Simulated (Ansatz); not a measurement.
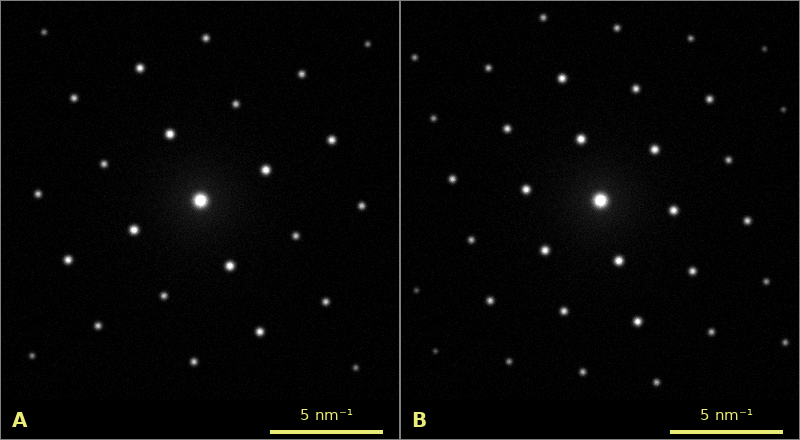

Kinematic electron diffraction patterns (120 kV, B = 0.5 Å², same scale, each along a low-index zone) of two structures of composition OsC2, each relaxed at zero pressure with Ansatz 0.2.0, DFT r2SCAN, scalar-relativistic, plane waves, PAW.

The structures (standard cells):
1. Pn-3m (No. 224), a = 4.340 Å, 6 atoms; generated start, possibly hypothetical
2. Cmme (No. 67), a = 5.243 Å, b = 6.981 Å, c = 4.248 Å, 12 atoms; generated start, possibly hypothetical

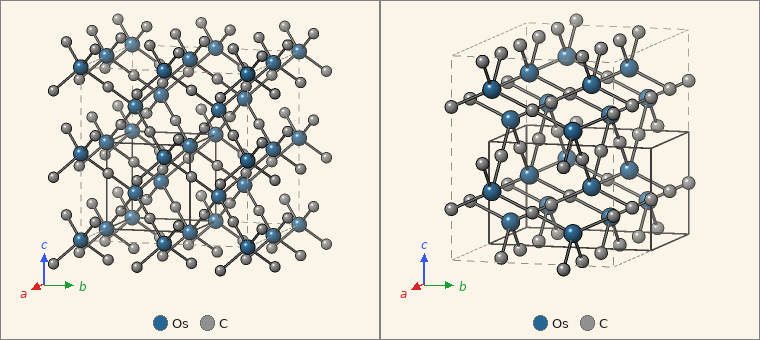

Drawings of the structures 1 to 2, from left to right (each may span several cells).

Question: Which pattern belongs to which structure, and along which zone?

Answer: A is structure 1 along [001] or an equivalent direction: square net of 1 -1 0 at d = 3.07 Å and 1 1 0 at d = 3.07 Å, 90.0° apart (some points of this net are extinct or too weak to see). B is structure 2 along [101] or an equivalent direction: centred rectangular net of 0 2 0 at d = 3.49 Å and 1 1 -1 at d = 2.98 Å, 64.7° apart.

Question: Which structure lies lowest at this level of theory, and by how much?

Answer: Structure 2 (Cmme, 12.96 Å³ an atom) is the lowest of these; structure 1 (Pn-3m, 13.63 Å³ an atom) lies about 160 meV an atom higher. These are static energies at 0 K; other structures, not shown, may lie lower still.
